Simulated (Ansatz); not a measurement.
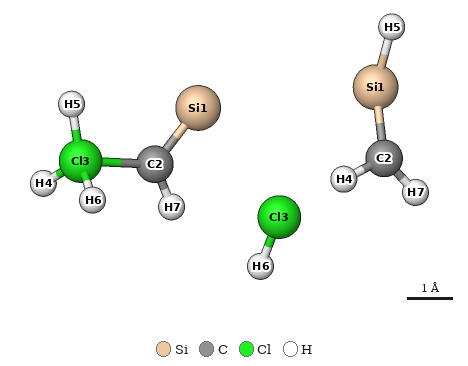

Two geometries of CH4ClSi (charge +1), drawn at one scale. One is the start of a relaxation, the other its converged end. Style: ball-and-stick. Shown at a tilt.

All numbers below come from RKS PBE-D4/def2-SVP in Ansatz. Settings: force threshold 0.03 eV/Å; at most 250 steps.

**Which one is relaxed?**

The right one is the relaxed one. It is one of the separated reactants of a reaction. After 39 accepted moves (41 points after the start) the energy has fallen by 1075.3 kJ/mol. Largest force component: 5.2 eV/Å at the start, 0.01 eV/Å at the end. The line search rejected the trial steps at points 32, 35 of the run. H5 moves most after the best rigid fit: 2.89 Å. Largest moves by element: H 2.89 Å, Cl 1.90 Å, Si 1.36 Å, C 0.19 Å. Near-neighbour distances that change, for instance: Cl3–H5 1.330 → 5.367 Å, Si1–H5 3.263 → 1.504 Å, C2–Cl3 1.917 → 3.389 Å, Si1–Cl3 3.142 → 4.526 Å. New bonds form: C2–H4 (2.52 → 1.13 Å), Si1–H5 (3.26 → 1.50 Å). Bonds break: C2–Cl3 (1.92 → 3.39 Å), Cl3–H4 (1.33 → 2.29 Å), Cl3–H5 (1.33 → 5.37 Å). Bond angles that change, for instance: Si1–C2–H7 113.4° → 123.2°.
